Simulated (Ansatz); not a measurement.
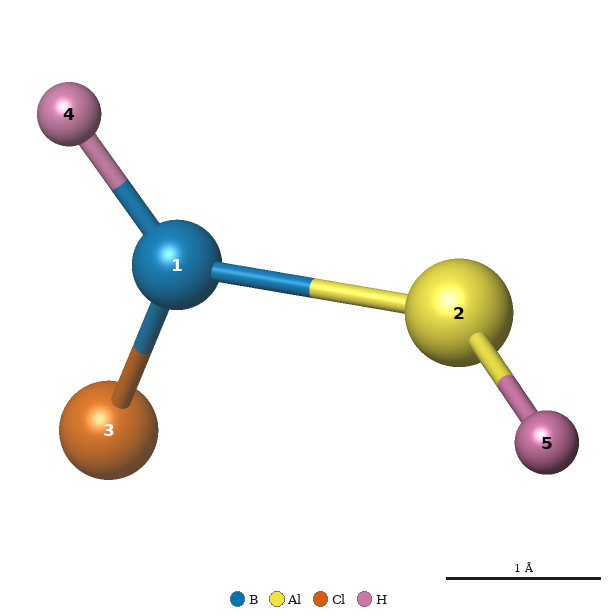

Numbered structure. Charge 0, doublet. Computed geometry: PBE-D4/def2-SVP optimisation. No frequency run is at hand to confirm it as a minimum.

Describe the coordination of atom 1.

Answer. B1 has 3 neighbours (Al2 at 2.08, Cl3 at 1.78, H4 at 1.22 Å); the arrangement is trigonal planar.

Describe the coordination of atom 2.

Answer. Al2 has 2 neighbours (B1 at 2.08, H5 at 1.61 Å); the arrangement is bent.
